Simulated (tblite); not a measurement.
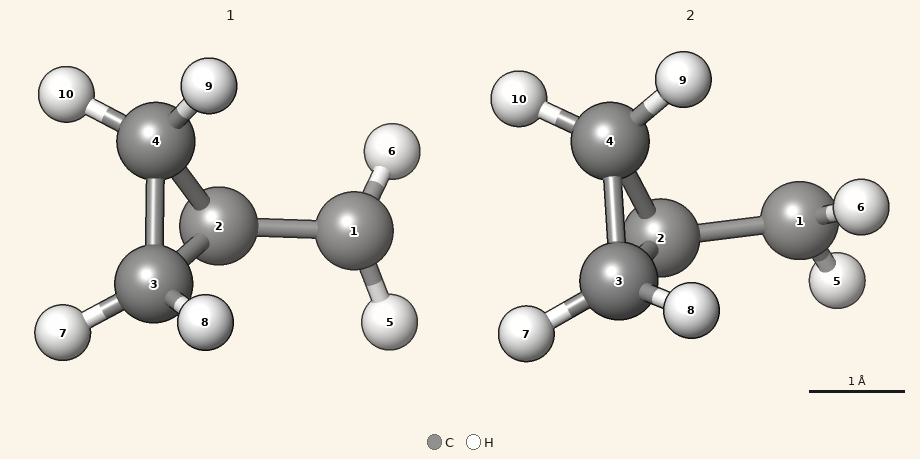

Two geometries of C4H6 (charge −1, multiplicity 2), drawn at one scale. One is the start of a relaxation, the other its converged end. The picture is a ball-and-stick view, seen at a tilt.

Level of theory: tblite, GFN2-xTB geometry optimisation, gas phase. 

### Which one is relaxed?

Structure 1 is the relaxed one. Over 55 geometry steps the energy falls by 94.2 kJ/mol. The atom that moves furthest after the best rigid fit is H6 (1.40 Å). Largest moves by element: H 1.40 Å, C 0.27 Å. Among the contacts that change: C1–C2 1.505 → 1.446 Å, C2–C4 1.522 → 1.491 Å, C3–H7 1.122 → 1.095 Å, C1–H5 1.083 → 1.098 Å. Bond angles that change, for instance: C1–C2–C4 113.4° → 124.6°, H9–C4–H10 118.4° → 110.9°, C2–C4–H9 115.8° → 123.0°.
